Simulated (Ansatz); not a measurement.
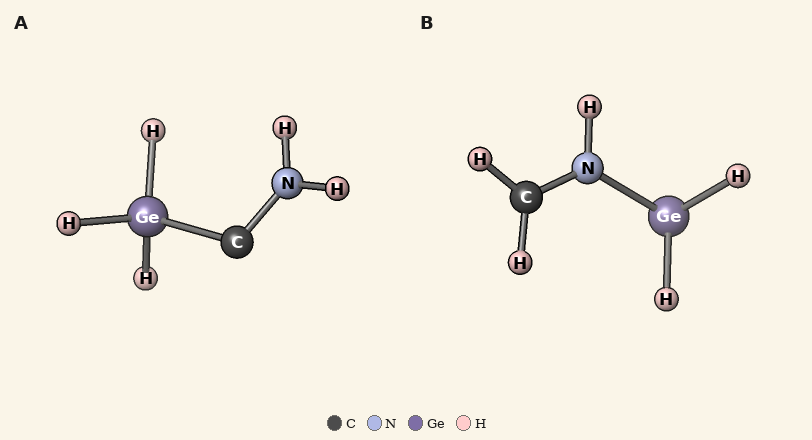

2 stationary structures of one formula. Geometries: PBE-D4/def2-SVP. Electronic energies: PBE-D4/def2-SVP (Ansatz 0.2.0), without zero-point energy. No frequency run is at hand to confirm each as a minimum. Each is one conformer, not always the lowest.

> Rank them by energy, lowest first.

B is lowest (C1); A lies 1.355 eV above it (Cs).
